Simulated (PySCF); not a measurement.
```xyz
13

C    -1.0202    0.5055    1.2585
Si   -0.0025   -0.4165   -0.0518
C     0.7546    0.8048   -1.3003
O    -0.9949   -1.4755   -0.7871
O     1.1719   -1.3539    0.6143
H    -0.4508    1.3036    1.7256
H    -1.3499   -0.1695    2.0425
H    -1.9054    0.9508    0.8184
H     1.4115    0.2968   -2.0011
H    -0.0179    1.2995   -1.8792
H     1.3370    1.5792   -0.8097
H    -0.6612   -2.3395   -1.0138
H     1.8677   -0.9554    1.1274
```

Geometry: GFN2-xTB.

Computed with PySCF, mPW1PW91/pcSseg-1, SCF density, in a chloroform solvent model, non-relativistic.

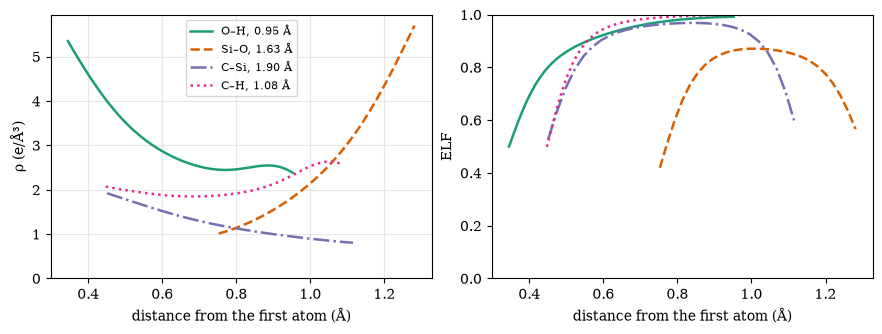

C₂H₈O₂Si (SMILES C[Si](C)(O)O). Total electron density and electron localisation function along straight lines between neighbouring atoms. The curves leave out the atomic cores.

### What kind of bonding do the profiles show?

O–H (0.95 Å): ρ is about 3.7 e/Å³ halfway; the ELF climbs to about 1 towards the hydrogen, as it does in any bond to H (an ordinary covalent bond to hydrogen).
Si–O (1.63 Å): ρ at the midpoint is about 1.2 e/Å³; the ELF peaks at about 0.85 between the atoms (a short, strongly polar bond).
C–Si (1.90 Å): ρ at the midpoint is about 0.95 e/Å³; the ELF peaks at about 0.95 between the atoms, as expected for a shared electron pair.
C–H (1.08 Å): ρ is about 1.9 e/Å³ halfway; the ELF climbs to about 1 towards the hydrogen (a covalent bond by its length).
